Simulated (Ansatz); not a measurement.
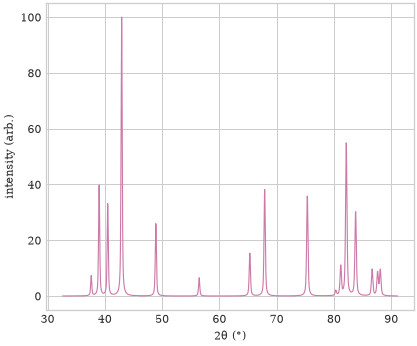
Figure. Simulated powder pattern, neutron, λ = 1.5401 Å

The pattern belongs to a structure relaxed with DFT-PBE+D3(BJ) in the program Ansatz with PAW potentials.

**Question.** Pick the material that matches.
A. W, bcc (W type)
B. Co, dhcp (α-La type)
C. Re, dhcp (α-La type)
D. Y, hcp (Mg type)

**Answer.** C, Re, dhcp (α-La type)

Space group P6_3/mmc (dhcp (α-La type)). The workflow started from a Materials Project entry (that database holds measured and hypothetical structures alike). Its sites differ from those of the usual phase in this space group: another stacking or structure type. Symmetry was held in the PBE+D3(BJ) relaxation; its stability against distortions is not shown here. No spin polarisation was allowed. The pairwise dispersion correction was not fitted to metals. Scalar-relativistic: spin–orbit coupling is off unless named, which matters more the heavier the elements.

Potentials: the later of the program's two PAW sets.
